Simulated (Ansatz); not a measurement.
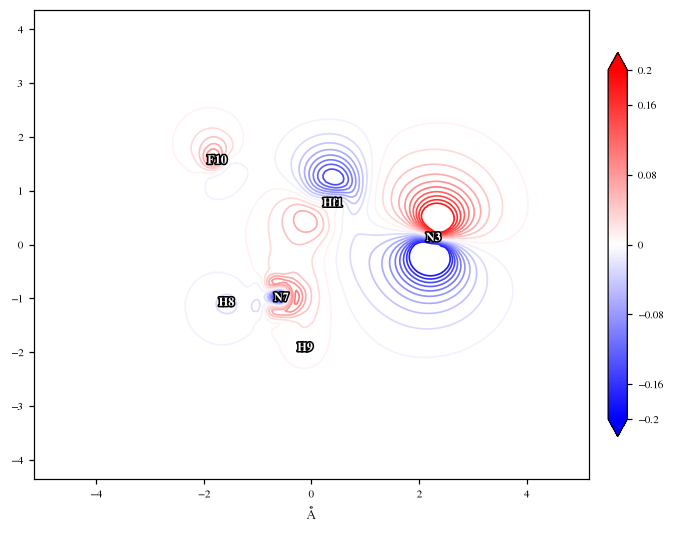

Figure. Cl2FH5HfN2. The HOMO on the plane of atoms H8, N7 and H9 (values in Å⁻³ᐟ²; the overall sign is arbitrary).

Core potentials replace the inner electrons of Hf.

Theory: Ansatz 0.2.0, RKS LDA/def2-SVP.

The calculation's input:

```
crystal:
  periodic: [false, false, false]
  atoms:
    - { symbol: Hf, position_ang: [0.182984, 0.118762, -0.008431] }
    - { symbol: Cl, position_ang: [0.264986, -0.070648, 2.469013] }
    - { symbol: "N", position_ang: [2.007199, -0.068929, -0.787953] }
    - { symbol: H, position_ang: [2.706372, -0.772038, -0.49829] }
    - { symbol: H, position_ang: [2.410804, 0.546762, -1.511635] }
    - { symbol: Cl, position_ang: [-0.717265, 2.089874, -0.903935] }
    - { symbol: "N", position_ang: [-0.819738, -1.463944, -0.678722] }
    - { symbol: H, position_ang: [-1.788684, -1.523122, -0.318707] }
    - { symbol: H, position_ang: [-0.611321, -2.236708, -1.32026] }
    - { symbol: F, position_ang: [-2.719209, -0.390685, 1.16396] }
    - { symbol: H, position_ang: [-2.216726, -0.436824, 1.95446] }
basis:
  gaussian: { orbitals: def2-SVP }
hamiltonian:
  xc: lda
relax:
  f_tol: 0.03
  max_steps: 50
output:
  orbitals: {}
```

Launched as:

```sh
ansatz run input.yaml --threads 4 --pin off --max-ram 5120MiB --backend cpu --events-out ev --progress --plain --runs-dir out
```

The fields are those of the run's last geometry, not of the input's.

**Where does this orbital lie, and at what energy?**

By Hirshfeld shares it lies mainly on N7 (about 60 %), Hf1 (about 15 %), Cl6 (about 5 %) and N3 (about 5 %). Its energy is −6.34 eV.
